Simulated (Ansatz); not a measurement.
## Electronic structure of CH3F6Ge2N ((F3Ge)2NMe) in real space

Input file:

```
crystal:
  periodic: [false, false, false]
  atoms:
    - {symbol: Ge, position_ang: [0.158310, 1.691483, -0.352476]}
    - {symbol: F, position_ang: [-0.850621, 2.665912, 0.659438]}
    - {symbol: F, position_ang: [-0.268173, 2.046916, -1.994988]}
    - {symbol: F, position_ang: [1.782627, 2.207824, -0.066977]}
    - {symbol: N, position_ang: [-0.040402, -0.102787, -0.122566]}
    - {symbol: C, position_ang: [-0.738894, -0.920410, -1.138499]}
    - {symbol: Ge, position_ang: [0.533535, -0.869280, 1.418191]}
    - {symbol: F, position_ang: [-0.695750, -1.839465, 2.155100]}
    - {symbol: F, position_ang: [1.887400, -1.928476, 1.222681]}
    - {symbol: F, position_ang: [0.984748, 0.434528, 2.464399]}
    - {symbol: H, position_ang: [-0.937825, -0.302371, -2.034364]}
    - {symbol: H, position_ang: [-1.706926, -1.306387, -0.755823]}
    - {symbol: H, position_ang: [-0.108040, -1.777509, -1.454117]}
basis:
  gaussian: {orbitals: def2-TZVP, initial_orbitals: start.molden}
hamiltonian: {xc: pbe0, dispersion: d4}
scf: {omitted_lower_state_checks: [starts]}
output: {forces: true, orbitals: {seedname: orbitals}}
```

Launched as:

```sh
ansatz run in.yaml --threads 2 --pin off --events-out ev --progress --plain --max-ram 32768MiB --backend cuda --devices 0, --max-vram 18GiB
```

Geometry: PBE-D4/def2-SVP; not at a stationary point (largest force 0.9 eV/Å).

Computed with Ansatz 0.2.0, RKS PBE0-D4/def2-TZVP.

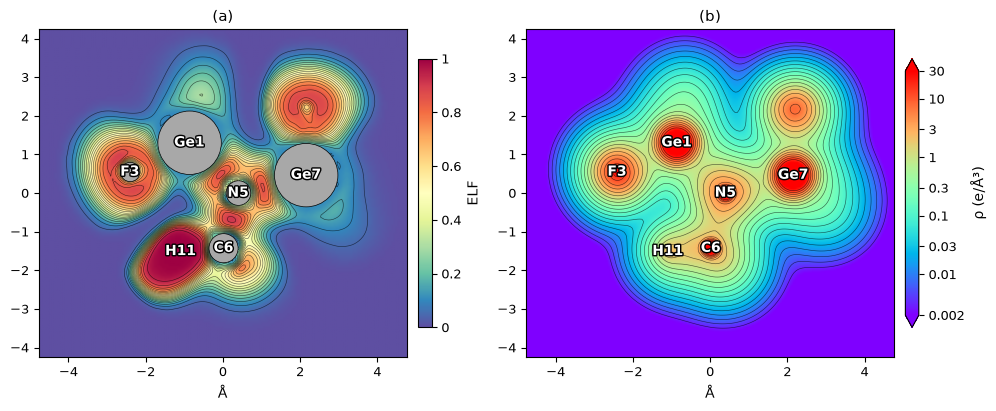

Figure 1. (a) ELF; (b) total electron density on the plane of atoms C6, N5 and Ge7. Grey discs cover the atomic cores in the ELF map.

Q: What do the fields say about this system?

A: The section cuts through Ge, F, N, C and H sites. C–N (1.48 Å): ρ is about 1.8 e/Å³ halfway; the ELF peaks at about 0.90 between the atoms, as expected for localised, covalent bonding. Ge–F (1.73 Å): the density is about 0.99 e/Å³ at the midpoint; the ELF peaks at about 0.80 in the valence shell of F, 0.5 Å from its nucleus, and is about 0.20 at the midpoint. Ge–N (1.81 Å): the density is about 1 e/Å³ at the midpoint; the ELF peaks at about 0.85 in the valence shell of N, 0.7 Å from its nucleus, and is about 0.50 at the midpoint. C–H (1.11 Å): the density is about 2 e/Å³ at the midpoint; the ELF climbs to about 1 towards the hydrogen, as it does in any bond to H; a covalent bond by its length. The ELF also peaks beside F3 and F10, away from the bonds: lone-pair regions.

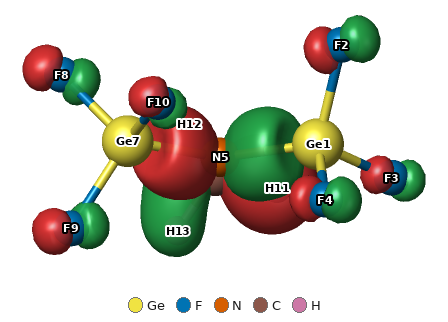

Figure 2. The HOMO−1 at ±0.15 Å⁻³ᐟ² (green and red are the two phases), seen from one side.

Q: Describe this orbital and give its energy.

A: It lies mainly on N5 (about 20 %), C6 (about 20 %), H11 (about 15 %), Ge1 (about 5 %) and Ge7 (about 5 %). Its energy is −11.09 eV.

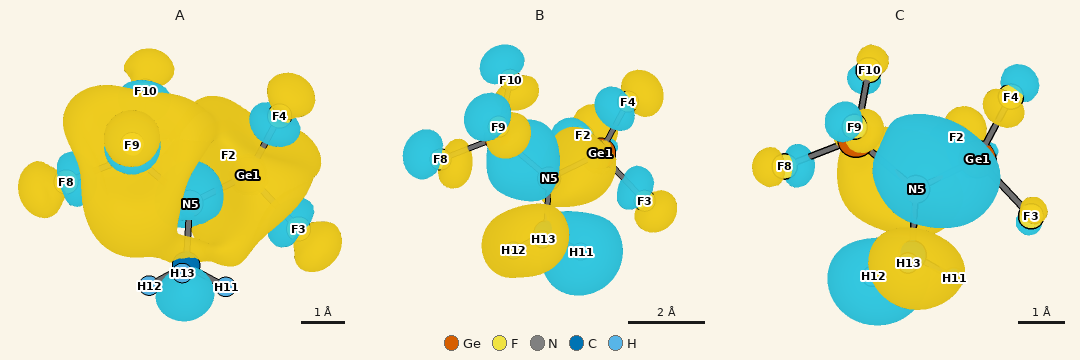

Figure 3. Three frontier orbitals at ±0.06 Å⁻³ᐟ² (yellow and cyan are the two phases), in no order.

Q: Which picture is the HOMO−1, the HOMO and the LUMO?

A: B is the HOMO−1 (−11.09 eV). It lies mainly on N5 (about 20 %), C6 (about 20 %), H11 (about 15 %), Ge1 (about 5 %) and Ge7 (about 5 %). C is the HOMO (−9.01 eV). It lies mainly on N5 (about 55 %), C6 (about 10 %), Ge1 (about 10 %), Ge7 (about 10 %) and H12 (about 5 %). A is the LUMO (−2.00 eV). It lies mainly on Ge7 (about 25 %), Ge1 (about 20 %), N5 (about 10 %), F9 (about 5 %), F8 (about 5 %) and F3 (about 5 %).

Q: What is the HOMO–LUMO gap?

A: 7.01 eV between the orbital energies.
